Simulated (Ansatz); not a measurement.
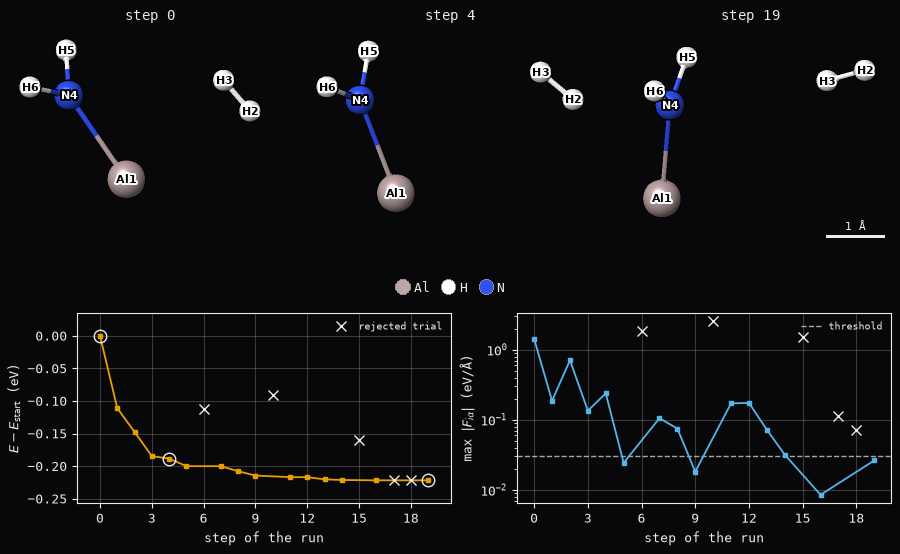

Frames of a relaxation of AlNH4, marked on the history of the run. Style: ball-and-stick. Shown at a tilt.

The run prepares an end point of a later path (reaction) calculation, from a guessed geometry.

Level of theory: Ansatz, RHF/def2-SVP. Settings: no spin polarisation; force threshold 0.03 eV/Å; at most 50 steps.

Describe the path.

The atom that moves furthest after the best rigid fit is Al1 (1.31 Å). Largest moves by element: Al 1.31 Å, H 0.86 Å, N 0.19 Å. Near-neighbour distances that change, for instance: H2–H3 0.711 → 0.748 Å. Over 14 accepted moves (19 points after the start) the energy falls by 0.222 eV. Largest force component: 1.4 eV/Å at the start, 0.026 eV/Å at the end. The line search rejected the trial steps at points 6, 10, 15, 17, 18 of the run. The forces were under the threshold at step 5, but the run went on from there. The run took 5.8 s on 1 thread of Arm Neoverse V2, on a shared host, peak memory 0.092 GiB. From step 0 to 4: Al1 moves most (0.65 Å), energy −0.188 eV. From step 4 to 19: Al1 moves most (0.68 Å), energy −0.033 eV.

```csv
step,"E − E(0), eV","largest force component, eV/Å",note
0,0.0000,1.4219,
1,-0.1110,0.1872,
2,-0.1474,0.7071,
3,-0.1846,0.1350,
4,-0.1884,0.2387,
5,-0.2000,0.0243,
6,-0.1116,1.8425,rejected
7,-0.2001,0.1053,
8,-0.2078,0.0751,
9,-0.2144,0.0182,
10,-0.0904,2.5324,rejected
11,-0.2168,0.1717,
12,-0.2169,0.1745,
13,-0.2202,0.0722,
14,-0.2212,0.0319,
15,-0.1593,1.5090,rejected
16,-0.2217,0.0085,
17,-0.2216,0.1146,rejected
18,-0.2216,0.0727,rejected
19,-0.2218,0.0263,
```

Limits of the set-up: the start holds two separate molecules, 2.8 Å apart at their closest, whose relative position is a soft coordinate and is computed without a dispersion correction; Hartree-Fock leaves out electron correlation.
